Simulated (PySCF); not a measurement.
OS, triplet, SMILES `[S][O]`.

Method: B3LYP/cc-pVDZ; geometry: GFN2-xTB; program: PySCF. No frequency check shows the geometry to be a minimum. The stability of the open-shell solution wasn't checked. GFN2-xTB bond lengths at metals and heavier atoms can be off by up to 0.1 Å and shapes distorted, which carries into these values. GFN2-xTB doesn't know the spin state, so this open-shell geometry is rough.

The calculation's input:

```python
import numpy as np
from pyscf import gto, scf, dft
from pyscf.scf import atom_ks, atom_hf
from scipy.linalg import block_diag

def solve(mol, dm0=None, hcore=None):
    mf = (dft.UKS if mol.spin else dft.RKS)(mol, xc='b3lyp')
    mf.grids.level = 3
    mf = mf.density_fit(auxbasis='def2-universal-jkfit')
    mf.conv_tol, mf.max_cycle = 1e-8, 80
    if hcore is not None:
        mf.get_hcore = lambda *args: hcore
    mf.kernel(dm0)
    if not mf.converged:
        mf = mf.newton().run(mf.mo_coeff, mf.mo_occ, max_cycle=30)
    assert mf.converged, 'SCF not converged'
    return mf

mol = gto.M(atom='''
S      0.48902     0.00000     0.00000
O     -0.97804     0.00000     0.00000
''', basis='cc-pvdz', charge=0, spin=2, verbose=4)
mf = solve(mol)
mf.analyze()
# spherically averaged free atoms, for the promolecule
atm = atom_ks.get_atm_nrks(mol, xc='b3lyp')
pro = block_diag(*[(atm[a[0]][2] * atm[a[0]][3]) @ atm[a[0]][2].T for a in mol._atom])
np.savez('result.npz', e=mf.e_tot, c=mf.mo_coeff, occ=mf.mo_occ, eps=mf.mo_energy, pro=pro, dip=mf.dip_moment(verbose=0), s2=mf.spin_square()[0])
```

Command:

```sh
OMP_NUM_THREADS=1 python input.py
```

The run took 2.3 s on 1 thread of Intel(R) Xeon(R) 6975P-C (Granite Rapids), on a shared host, peak memory 0.19 GiB.

Partitions, critical points and surface values were worked out afterwards from this run's density.

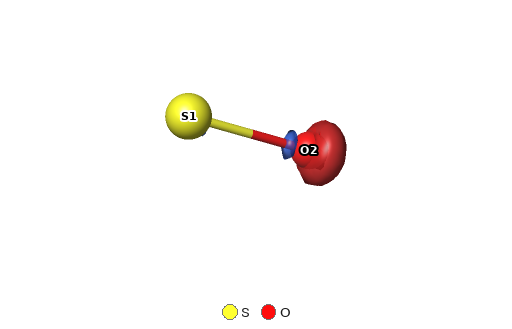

Deformation density (molecule less spherical, spin-averaged free atoms at the same positions), surfaces at ±0.3 e/Å³; red: gain, blue: loss.

Describe the bonding that the map shows.

S1–O2: −0.04 e/Å³ at the bond critical point (bond length 1.47 Å, Mayer order 2.0); up to 0.6 Å beside the axis the gain reaches +0.29 e/Å³. In all, 0.4 electrons gather in the regions of gain relative to the promolecule. A small or negative value marks a very polar bond, one between electron-rich atoms, whose free-atom densities already overlap strongly, a long bond to a heavier atom, or a closed-shell contact such as a hydrogen bond.

Where do the Hirshfeld charges lie?

The highest Hirshfeld charge is on S1 (+0.16 e), the lowest on O2 (−0.16 e).
